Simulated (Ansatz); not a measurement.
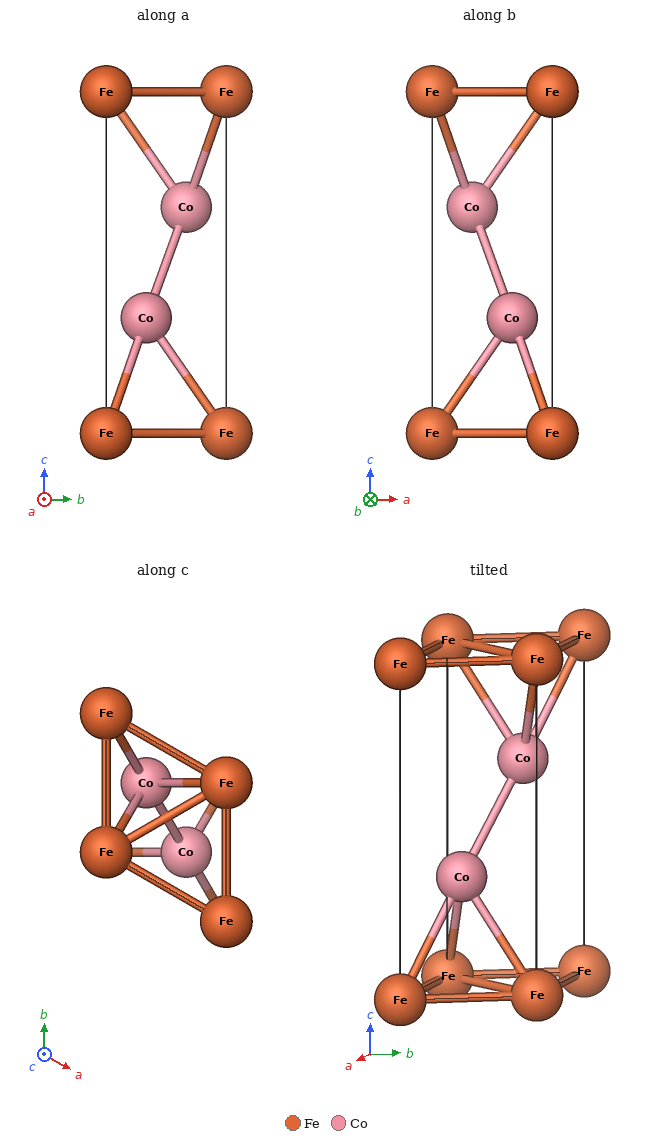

Ball-and-stick drawing of the structure, looking along the a axis, along the b axis, along the c axis and slightly off an axis. The parallelepiped is the conventional unit cell.

Lattice parameters: a = 2.509 Å, b = 2.509 Å, c = 6.183 Å, α = 90.00°, β = 90.00°, γ = 120.00°. Put a along x and b in the xy plane.

### Set out the cell and atoms as a POSCAR file, with free fractional coordinates to two decimals.

```
Fe Co
1.0
     2.509    0.000    0.000
    -1.254    2.173    0.000
     0.000    0.000    6.183
Fe Co
1 2
Direct
  0.00 0.00 0.00
  0.6667 0.3333 0.34
  0.3333 0.6667 0.66
```

The initial geometry was a structure type filled with these elements by a generator (whether the compound takes this form wasn't checked). Earlier steps of the study, as a rule a relaxation of our own, may have changed the cell and positions, so they can lie some per cent off the listed ones. An electronic-structure calculation with Ansatz was run on it.
